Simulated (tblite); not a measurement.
**C₄H₁₁FSi₂: geometry relaxation**

C₄H₁₁FSi₂, SMILES F[C@H]1CC[SiH2]C[SiH2]1, computed with GFN2-xTB geometry optimisation, gas phase (tblite 0.8.0).

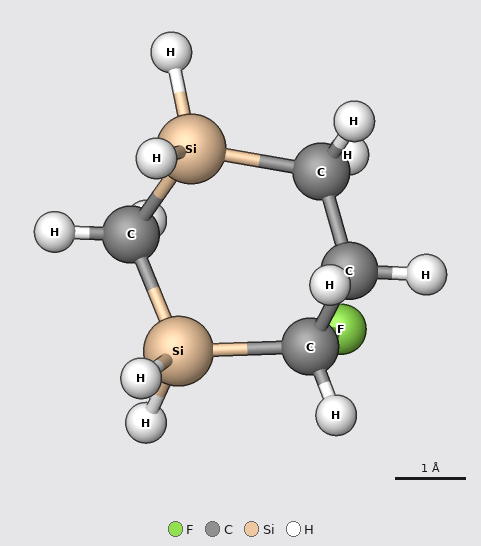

*The input geometry (ball-and-stick view, seen at a tilt).*

Bond lengths as drawn: C–C 1.53 to 1.54 Å, C–F 1.36 Å, C–H 1.09 to 1.11 Å, C–Si 1.86 to 1.89 Å and H–Si 1.48 to 1.49 Å.

Input:
```
{"job": {"kind": "relax", "xc": "GFN2-xTB", "basis": "xTB"}, "charge": 0, "multiplicity": 1}
F     -0.771100     1.258500    -1.756000
C     -0.492700     1.487300    -0.448700
C     -1.457600     0.651600     0.409000
C     -1.370800    -0.850900     0.136100
Si     0.319200    -1.618100     0.500200
C      1.633300    -0.732900    -0.480200
Si     1.330300     1.084400    -0.183000
H     -0.648100     2.552700    -0.244600
H     -2.483800     0.969300     0.165000
H     -1.313800     0.860200     1.477000
H     -1.637800    -1.065500    -0.901100
H     -2.117400    -1.374800     0.766800
H      0.596600    -1.499200     1.955800
H      0.313100    -3.058000     0.137800
H      1.544000    -0.953700    -1.541600
H      2.638300    -1.024200    -0.141000
H      1.719100     1.434200     1.217000
H      2.190500     1.885400    -1.080100
```

The first line tells a small driver script what to run in tblite; the rest is the geometry in Å.

Command:
```bash
OMP_NUM_THREADS=1 python <driver script> task.json out
```

What the program printed:
```
step      E/eV     max force
  0    -608.05307    1.593
  1    -608.14029    0.813
  2    -608.16391    0.272
  3    -608.17384    0.283
  4    -608.18436    0.215
  5    -608.19038    0.192
  6    -608.19416    0.157
  7    -608.19702    0.144
  8    -608.19974    0.149
  9    -608.20220    0.129
 10    -608.20415    0.079
 11    -608.20567    0.089
 12    -608.20710    0.089
 13    -608.20846    0.083
 14    -608.20955    0.070
 15    -608.21042    0.074
 16    -608.21122    0.084
 17    -608.21198    0.067
 18    -608.21257    0.055
 19    -608.21296    0.040
 20    -608.21325    0.038
 21    -608.21353    0.044
 22    -608.21387    0.050
 23    -608.21428    0.051
 24    -608.21478    0.060
 25    -608.21534    0.066
 26    -608.21588    0.059
 27    -608.21630    0.043
 28    -608.21659    0.035
 29    -608.21678    0.034
 30    -608.21692    0.033
 31    -608.21705    0.030
 32    -608.21718    0.033
 33    -608.21729    0.027
 34    -608.21738    0.026
 35    -608.21746    0.028
 36    -608.21758    0.031
 37    -608.21774    0.042
 38    -608.21791    0.036
 39    -608.21805    0.031
 40    -608.21817    0.033
 41    -608.21829    0.029
 42    -608.21844    0.035
 43    -608.21859    0.025
 44    -608.21870    0.024
 45    -608.21880    0.022
 46    -608.21892    0.027
 47    -608.21905    0.027
 48    -608.21915    0.021
 49    -608.21923    0.021
 50    -608.21929    0.021
 51    -608.21937    0.023
 52    -608.21945    0.020
 53    -608.21950    0.014
 54    -608.21954    0.013
 55    -608.21957    0.015
 56    -608.21961    0.016
 57    -608.21965    0.013
 58    -608.21968    0.013
 59    -608.21970    0.012
 60    -608.21972    0.011
 61    -608.21974    0.013
 62    -608.21977    0.013
 63    -608.21981    0.015
 64    -608.21984    0.013
 65    -608.21987    0.014
 66    -608.21990    0.012
 67    -608.21992    0.012
 68    -608.21994    0.010
```

Trajectory as extended XYZ (Å, eV, eV/Å), 6 of the 69 frames kept, from step=0 to step=68:
```
18
Properties=species:S:1:pos:R:3:forces:R:3 step=0 energy=-608.05307
F    -0.7711    1.2585   -1.7560   -0.3890   0.0430  -1.1190
C    -0.4927    1.4873   -0.4487   -0.0760  -0.1800   1.3620
C    -1.4576    0.6516    0.4090   -0.4510   0.1060  -0.1470
C    -1.3708   -0.8509    0.1361   -0.2040  -0.3230   0.3470
Si    0.3192   -1.6181    0.5002   -0.2370  -0.9890   0.6420
C     1.6333   -0.7329   -0.4802    0.6230  -0.1280  -0.1520
Si    1.3303    1.0844   -0.1830    1.3500   0.6970   0.4790
H    -0.6481    2.5527   -0.2446   -0.2690   0.0440  -0.1680
H    -2.4838    0.9693    0.1650    0.1130   0.0520   0.0360
H    -1.3138    0.8602    1.4770    0.2150  -0.0060  -0.2600
H    -1.6378   -1.0655   -0.9011   -0.0700   0.1620   0.0450
H    -2.1174   -1.3748    0.7668    0.2250   0.3370  -0.3480
H     0.5966   -1.4992    1.9558   -0.0410  -0.0090  -0.2500
H     0.3131   -3.0580    0.1378   -0.0570   0.2200   0.0750
H     1.5440   -0.9537   -1.5416    0.1100  -0.0900   0.0290
H     2.6383   -1.0242   -0.1410   -0.3640   0.1120  -0.2810
H     1.7191    1.4342    1.2170   -0.2360  -0.0410  -0.3350
H     2.1905    1.8854   -1.0801   -0.2410  -0.0070   0.0430
18
Properties=species:S:1:pos:R:3:forces:R:3 step=14 energy=-608.20955
F    -0.7631    1.2788   -1.7841   -0.0130  -0.0090  -0.0290
C    -0.4746    1.4731   -0.4318   -0.0270  -0.0070   0.0090
C    -1.4401    0.6353    0.4015   -0.0110   0.0400   0.0010
C    -1.3680   -0.8707    0.1418   -0.0390   0.0480  -0.0170
Si    0.3090   -1.6784    0.5281   -0.0310  -0.0060   0.0170
C     1.6361   -0.7348   -0.4533    0.0050   0.0080  -0.0190
Si    1.3973    1.1204   -0.1724   -0.0380   0.0420   0.0120
H    -0.7026    2.5319   -0.2498    0.0490  -0.0090  -0.0270
H    -2.4585    0.9750    0.1782    0.0040  -0.0060   0.0410
H    -1.2395    0.8554    1.4527    0.0170  -0.0360  -0.0020
H    -1.6296   -1.0453   -0.9031    0.0310  -0.0050  -0.0390
H    -2.1556   -1.3446    0.7309    0.0290  -0.0310   0.0040
H     0.5943   -1.5458    1.9615    0.0000  -0.0170   0.0680
H     0.2749   -3.0973    0.1612   -0.0010  -0.0420  -0.0240
H     1.5311   -0.9558   -1.5142   -0.0070  -0.0110  -0.0180
H     2.6375   -1.0489   -0.1681   -0.0110   0.0080   0.0100
H     1.6963    1.4934    1.2133    0.0250   0.0330   0.0500
H     2.1461    1.9646   -1.1043    0.0160   0.0010  -0.0370
18
Properties=species:S:1:pos:R:3:forces:R:3 step=27 energy=-608.21630
F    -0.7735    1.2568   -1.7880    0.0010  -0.0320   0.0000
C    -0.4803    1.4732   -0.4394    0.0030   0.0050  -0.0150
C    -1.4275    0.6356    0.4143   -0.0120  -0.0090   0.0100
C    -1.3635   -0.8657    0.1276    0.0110  -0.0270  -0.0130
Si    0.3002   -1.6874    0.5413    0.0280  -0.0030   0.0000
C     1.6258   -0.7246   -0.4285   -0.0100  -0.0110  -0.0090
Si    1.3927    1.1370   -0.1714    0.0190  -0.0240  -0.0080
H    -0.7062    2.5351   -0.2829   -0.0100   0.0090   0.0410
H    -2.4510    0.9812    0.2381   -0.0360   0.0130  -0.0130
H    -1.1904    0.8310    1.4620    0.0250   0.0090   0.0210
H    -1.5931   -1.0245   -0.9274   -0.0010   0.0240  -0.0270
H    -2.1623   -1.3565    0.6859   -0.0110   0.0220   0.0160
H     0.5646   -1.5923    1.9844   -0.0060   0.0050   0.0040
H     0.2668   -3.1019    0.1458    0.0060   0.0070  -0.0080
H     1.5082   -0.9480   -1.4887    0.0220  -0.0050  -0.0090
H     2.6310   -1.0375   -0.1554   -0.0170   0.0050   0.0190
H     1.7080    1.5442    1.2039   -0.0070   0.0130  -0.0030
H     2.1418    1.9505   -1.1331   -0.0040  -0.0010  -0.0070
18
Properties=species:S:1:pos:R:3:forces:R:3 step=41 energy=-608.21829
F    -0.7850    1.2437   -1.7809   -0.0120  -0.0010   0.0070
C    -0.4836    1.4706   -0.4357   -0.0050   0.0010  -0.0020
C    -1.4239    0.6353    0.4290   -0.0050  -0.0120  -0.0120
C    -1.3667   -0.8629    0.1211    0.0020   0.0020  -0.0070
Si    0.2952   -1.6900    0.5339   -0.0270  -0.0030   0.0090
C     1.6290   -0.7279   -0.4221    0.0090   0.0160   0.0120
Si    1.3913    1.1352   -0.1814    0.0050   0.0220   0.0030
H    -0.7104    2.5326   -0.2804    0.0000   0.0060   0.0130
H    -2.4491    0.9860    0.2671   -0.0020   0.0050   0.0050
H    -1.1701    0.8225    1.4756    0.0050  -0.0050  -0.0250
H    -1.5881   -0.9985   -0.9395   -0.0100  -0.0030   0.0070
H    -2.1737   -1.3554    0.6668    0.0160   0.0060  -0.0020
H     0.5453   -1.5969    1.9797    0.0040  -0.0020   0.0050
H     0.2758   -3.1011    0.1287   -0.0110  -0.0070  -0.0040
H     1.5415   -0.9622   -1.4827    0.0050   0.0010   0.0000
H     2.6265   -1.0343   -0.1183    0.0260  -0.0010   0.0070
H     1.7055    1.5711    1.1868    0.0080  -0.0160  -0.0210
H     2.1316    1.9385   -1.1594   -0.0080  -0.0090   0.0040
18
Properties=species:S:1:pos:R:3:forces:R:3 step=54 energy=-608.21954
F    -0.8076    1.2559   -1.7783    0.0060  -0.0010   0.0000
C    -0.4896    1.4721   -0.4356    0.0020   0.0070   0.0030
C    -1.4209    0.6320    0.4331   -0.0020   0.0130   0.0000
C    -1.3705   -0.8625    0.1115    0.0010   0.0070   0.0040
Si    0.2890   -1.6918    0.5260    0.0050  -0.0050  -0.0020
C     1.6410   -0.7280   -0.4061   -0.0050  -0.0020   0.0050
Si    1.3880    1.1373   -0.1954   -0.0030  -0.0040  -0.0070
H    -0.7130    2.5335   -0.2692    0.0010   0.0040   0.0090
H    -2.4468    0.9892    0.2919   -0.0070  -0.0020  -0.0050
H    -1.1490    0.8077    1.4764   -0.0030   0.0030   0.0040
H    -1.5980   -0.9895   -0.9486    0.0040  -0.0100   0.0030
H    -2.1756   -1.3562    0.6582    0.0010  -0.0050  -0.0020
H     0.5288   -1.6074    1.9745    0.0000  -0.0040   0.0010
H     0.2623   -3.1003    0.1125    0.0030  -0.0080  -0.0050
H     1.5861   -0.9764   -1.4659    0.0050  -0.0010   0.0110
H     2.6330   -1.0218   -0.0696   -0.0090   0.0010  -0.0070
H     1.7197    1.5835    1.1643   -0.0020   0.0040  -0.0050
H     2.1143    1.9293   -1.1915    0.0040   0.0010  -0.0050
18
Properties=species:S:1:pos:R:3:forces:R:3 step=68 energy=-608.21994
F    -0.8156    1.2719   -1.7754    0.0020   0.0010   0.0030
C    -0.4915    1.4770   -0.4323   -0.0030  -0.0020   0.0020
C    -1.4223    0.6335    0.4336   -0.0020  -0.0090   0.0040
C    -1.3690   -0.8614    0.1122    0.0010  -0.0060  -0.0020
Si    0.2884   -1.6970    0.5255   -0.0090   0.0000   0.0050
C     1.6434   -0.7292   -0.3968   -0.0040   0.0040   0.0030
Si    1.3869    1.1376   -0.2042    0.0000   0.0070   0.0020
H    -0.7119    2.5374   -0.2555    0.0030   0.0030  -0.0020
H    -2.4490    0.9877    0.2901    0.0000   0.0010  -0.0060
H    -1.1540    0.8093    1.4778    0.0030   0.0020   0.0020
H    -1.5945   -0.9896   -0.9483    0.0000   0.0000   0.0010
H    -2.1746   -1.3564    0.6571    0.0010   0.0020  -0.0030
H     0.5236   -1.6283    1.9755    0.0010   0.0000   0.0000
H     0.2619   -3.1020    0.0976   -0.0010   0.0040   0.0000
H     1.6010   -0.9861   -1.4548    0.0030   0.0000  -0.0030
H     2.6329   -1.0164   -0.0487    0.0050  -0.0030  -0.0030
H     1.7277    1.5995    1.1481    0.0000  -0.0010  -0.0030
H     2.1079    1.9186   -1.2134   -0.0030  -0.0030  -0.0010
```

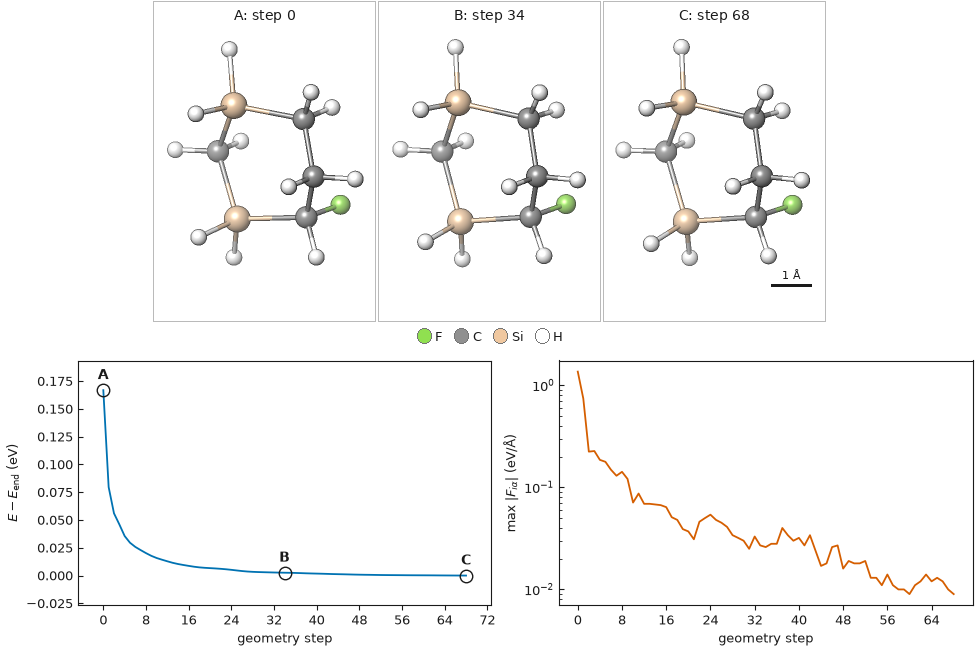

*Frames of the relaxation (ball-and-stick view, seen at a tilt) above the curves, on which the letters mark them (steps are counted from 0).*

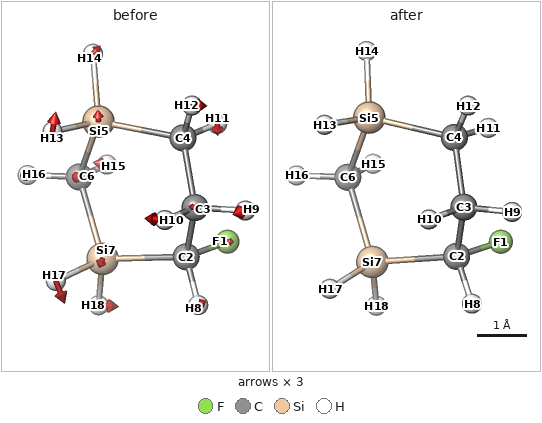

*Before (left) and after (right) the relaxation, at one scale (ball-and-stick view, seen at a tilt). The red arrows give the displacements, magnified 3 times.*

The atom that moves furthest after the best rigid fit is H17 (0.18 Å). By element the largest moves are H 0.18 Å, Si 0.09 Å, C 0.08 Å, F 0.05 Å. Distances before and after: F1–C2 1.356 → 1.397 Å, Si5–C6 1.863 → 1.903 Å, C2–Si7 1.886 → 1.922 Å, C6–Si7 1.866 → 1.894 Å. Among the angles that change: Si5–C6–Si7 105.3° → 110.8°, F1–C2–H8 108.3° → 104.5°, H17–Si7–H18 106.9° → 110.6°. After 68 geometry steps the energy has fallen by 0.167 eV. Largest force component: 1.4 eV/Å at the start, 0.009 eV/Å at the end. (Atoms are counted from 1 in the order of the input.)

Key numbers:

```json
{"quantity": "outcome", "value": "converged"}
{"quantity": "total energy", "value": "−608.2199 eV"}
{"quantity": "hardware", "value": "1 CPU thread, shared host"}
{"quantity": "wall time", "value": "0.8 s"}
{"quantity": "peak memory", "value": "0.18 GiB"}
```
